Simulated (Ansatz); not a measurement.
**SnH4 (SMILES [H][Sn]([H])([H])[H]) at 6 levels**

Wanted: a comparison of 6 runs (HF/STO-3G, UPBE/STO-3G, UMP2/STO-3G, CCSDT(Q)/STO-3G, CCSDT/STO-3G, CCSD/STO-3G) of SnH4. 

The calculation is run with Ansatz 0.2.0.

34 further runs of the same task are left out: 9 that didn't finish, 25 set aside as unsound or not needed.

**1. Starting point**

The species is SnH4 (5 atoms), meant as a singlet with charge 0. SMILES: `[H][Sn]([H])([H])[H]`. The H2–Sn1 distance was set to 4.097 Å, away from the relaxed value. At this shape a bond of the SMILES string is far longer than usual.

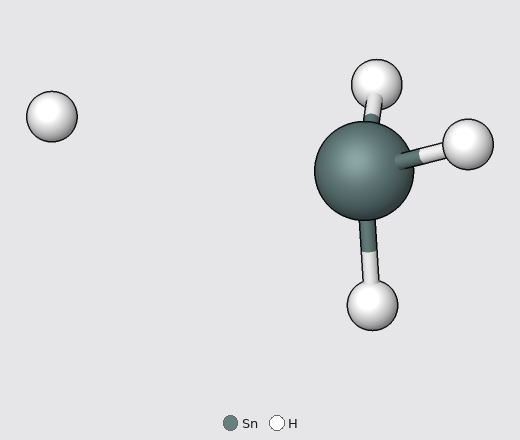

The structure, seen from a chosen angle (tin teal, hydrogen white).

**2. A single-point energy at HF/STO-3G (run 1)**

Input file in.yaml:

```yaml
crystal:
  periodic: [false, false, false]
  atoms:
    - symbol: Sn
      position_ang: [-0.020460, 0.027130, -2.458498]
    - symbol: H
      position_ang: [0.011990, -0.018470, 1.638220]
    - symbol: H
      position_ang: [1.521220, 0.038120, -3.012888]
    - symbol: H
      position_ang: [-0.799210, 1.369440, -2.985158]
    - symbol: H
      position_ang: [-0.791420, -1.306780, -3.013758]
basis:
  gaussian:
    orbitals: STO-3G
hamiltonian:
  xc: hf
accuracy: high
```

Command:

```
ansatz run in.yaml --threads 1 --pin off --max-ram 2610MiB --events-out events.jsonl --progress --plain --runs-dir runs
```

The log of the run:

```text
Warning: RAYON_NUM_THREADS=1 ignored (pool sized by the plan → 1); use --threads N
Functional definition: HF
  name "HF"
  exchange = exact_x
  correlation = 0
541 factors; integrals over basis functions are off by at most 4.9e-9 eV
mean field evaluation 1: about -162318.8309 eV, gradient 7.2e0 eV
mean field evaluation 2: about -162318.8182 eV, gradient 7.2e0 eV
mean field evaluation 4: about -162323.1952 eV, gradient 1.6e0 eV
mean field evaluation 8: about -162323.2189 eV, gradient 8.4e-2 eV
mean field evaluation 16: about -162323.2193 eV, gradient 7.2e-9 eV
mean field -162323.21929216 eV, -5965.2682823570 hartree, gradient 7.2e-9 eV, S^2 0.000000; 1 other end points of the search recorded, 0 dependent functions left out
reference -162323.21929216 eV, -5965.2682823570 hartree; 27, 27 occupied and 4, 4 virtual orbitals, 541 factors
Total energy: -162323.21929216 eV, -5965.2682823570 hartree
```

Wall time 0.46 s (1 thread of Arm Neoverse V1, shared host).

**3. A single-point energy at UPBE/STO-3G (run 2)**

Input file in.yaml:

```yaml
basis:
  gaussian: {orbitals: STO-3G}
crystal:
  periodic: [false, false, false]
  atoms:
    - {symbol: Sn, position_ang: [-0.020460, 0.027130, -2.458498]}
    - {symbol: H, position_ang: [0.011990, -0.018470, 1.638220]}
    - {symbol: H, position_ang: [1.521220, 0.038120, -3.012888]}
    - {symbol: H, position_ang: [-0.799210, 1.369440, -2.985158]}
    - {symbol: H, position_ang: [-0.791420, -1.306780, -3.013758]}
magnetization: {spin_polarized: true}
hamiltonian: {xc: {name: PBE}}
accuracy: high
```

Command:

```
ansatz run in.yaml --threads 1 --pin off --max-ram 2610MiB --events-out events.jsonl --progress --plain --runs-dir runs
```

The log of the run:

```text
Warning: RAYON_NUM_THREADS=1 ignored (pool sized by the plan → 1); use --threads N
Functional definition: PBE
  name "PBE"
  parameter kappa = 0.804
  parameter beta = 0.06672455060314922
  exchange = pbe_x(kappa = kappa, mu = beta*pi^2/3)
  correlation = pbe_c(beta = beta)
541 factors; integrals over basis functions are off by at most 4.9e-9 eV
mean field evaluation 1: about -162357.5555 eV, gradient 1.1e1 eV
mean field evaluation 2: about -162353.9915 eV, gradient 1.3e1 eV
mean field evaluation 4: about -162358.1092 eV, gradient 5.9e0 eV
mean field evaluation 8: about -162364.5923 eV, gradient 1.1e1 eV
mean field evaluation 16: about -162366.6440 eV, gradient 1.6e0 eV
mean field evaluation 32: about -162367.7505 eV, gradient 4.5e0 eV
mean field -162367.88353075 eV, -5966.9096628508 hartree, gradient 6.8e-9 eV, S^2 0.997063; 3 other end points of the search recorded, 0 dependent functions left out
reference -162367.88353297 eV, -5966.9096629324 hartree; 27, 27 occupied and 4, 4 virtual orbitals, 541 factors
Total energy: -162367.88353297 eV, -5966.9096629324 hartree
```

Run time: 6 s. Hardware: 1 thread of Arm Neoverse V1, shared host; peak memory 0.13 GiB.

**4. A single-point energy at UMP2/STO-3G (run 3)**

Edit in.yaml of step 3 so:

```diff
@@ -1,3 +1 @@
-basis:
-  gaussian: {orbitals: STO-3G}
 crystal:
@@ -10,4 +8,10 @@
     - {symbol: H, position_ang: [-0.791420, -1.306780, -3.013758]}
-magnetization: {spin_polarized: true}
-hamiltonian: {xc: {name: PBE}}
+basis:
+  gaussian:
+    orbitals: STO-3G
+magnetization:
+  spin_polarized: true
+correlation:
+  method: mp2
+  frozen_orbitals: {H: 0, Sn: 18}
 accuracy: high
```

Command:

```
ansatz run in.yaml --threads 1 --pin off --max-ram 2610MiB --events-out events.jsonl --progress --plain --runs-dir runs
```

The log of the run, cut to the lines that bear on the results:

```text
Warning: RAYON_NUM_THREADS=1 ignored (pool sized by the plan → 1); use --threads N
[... 2 set-up lines as earlier in the session ...]
[...]
541 factors; integrals over basis functions are off by at most 4.9e-9 eV
[...]
mean field -162328.54336005 eV, -5965.4639382431 hartree, gradient 1.9e-8 eV, S^2 1.002446; 5 other end points of the search recorded, 0 dependent functions left out
18 core orbitals not correlated: weight in the atoms' cores, before any rotation towards them, 1.000 or more for the frozen orbitals, at most 0.000 for the correlated occupied ones
reference -162328.54336005 eV, -5965.4639382431 hartree; 9, 9 occupied and 4, 4 virtual orbitals, 541 factors
second order -0.83904193 eV of doubles, -0.00000000 eV of singles
Total energy: -162329.38240198 eV, -5965.4947724654 hartree
```

Wall time 0.97 s (1 thread of Arm Neoverse V1, shared host); peak memory 0.095 GiB.

Runs 4 to 5 aren't shown in full; the table further down has their settings and results.

**5. The energy at CCSD/STO-3G (run 6)**

Input file job.yaml:

```yaml
crystal:
  periodic: [false, false, false]
  atoms:
    - {symbol: Sn, position_ang: [-0.020460, 0.027130, -2.458498]}
    - {symbol: H, position_ang: [0.011990, -0.018470, 1.638220]}
    - {symbol: H, position_ang: [1.521220, 0.038120, -3.012888]}
    - {symbol: H, position_ang: [-0.799210, 1.369440, -2.985158]}
    - {symbol: H, position_ang: [-0.791420, -1.306780, -3.013758]}
basis:
  gaussian: {orbitals: STO-3G}
correlation: {method: ccsd, frozen_orbitals: {H: 0, Sn: 18}}
accuracy: high
scf: {omitted_lower_state_checks: [cluster_reference, increment]}
```

Command:

```
ansatz run job.yaml --threads 1 --pin off --max-ram 2610MiB --events-out events.jsonl --progress --plain --runs-dir runs
```

The log of the run:

```text
Warning: RAYON_NUM_THREADS=1 ignored (pool sized by the plan → 1); use --threads N
[... 12 lines left out ...]
18 core orbitals not correlated: weight in the atoms' cores, before any rotation towards them, 1.000 or more for the frozen orbitals, at most 0.000 for the correlated occupied ones
[... 29 lines left out ...]
WARN: these amplitudes may be one of several solutions (largest doubles amplitude 0.93, level shift 12.62 eV)
Total energy: -162329.76395367 eV, -5965.5087942314 hartree
Checks for a lower state left out: cluster_reference, increment
```

Run time: 0.56 s. Hardware: 1 thread of Arm Neoverse V1, shared host.

**6. The series**

```csv
run,level,frozen core orbitals,energy (Eh),wall time
1,HF/STO-3G,–,-5965.268282,0.46 s
2,UPBE/STO-3G,–,-5966.909663,6 s
3,UMP2/STO-3G,18,-5965.494772,0.97 s
4,CCSDT(Q)/STO-3G,18,-5965.512292,0.74 s
5,CCSDT/STO-3G,18,-5965.512549,0.7 s
6,CCSD/STO-3G,18,-5965.508794,0.56 s
```

**7. Outcome**

```
                                           quantity           value
                                run 6: total energy  -5965.50879 Eh
run 6: correlation energy (18 core orbitals frozen)      -240.5 mEh
                               run 6: T1 diagnostic           0.038
```

In words: Below the HF energy at the same shape and in the same basis (STO-3G): UMP2 -226.5 mEh; CCSDT(Q) -244.0 mEh; CCSDT -244.3 mEh; CCSD -240.5 mEh. Some of these start from another determinant than that one, so these aren't their correlation energies. In run 6 the T1 diagnostic is large, so a single reference may not serve. In runs 4, 5, 6 the log says that unrestricted orbitals would lower the reference, so the values rest on an unstable closed-shell determinant (other closed-shell runs at this shape may share the fault). In runs 1, 2, 3, 4, 5, 6 the basis is minimal, so the values are rough. In runs 1, 6 a closed-shell determinant meets a far-stretched bond, which it describes badly. In runs 1, 2, 3, 4, 5, 6 relativity is left out where basis or elements ask for it. Spin contamination of the reference: run 3 ⟨S²⟩ = 1.00, run 2 ⟨S²⟩ = 1.00. Where it is this large, the reference is a mixture of spin states, and values that rest on it are in doubt. All runs together took 9.4 s, the longest 6 s.
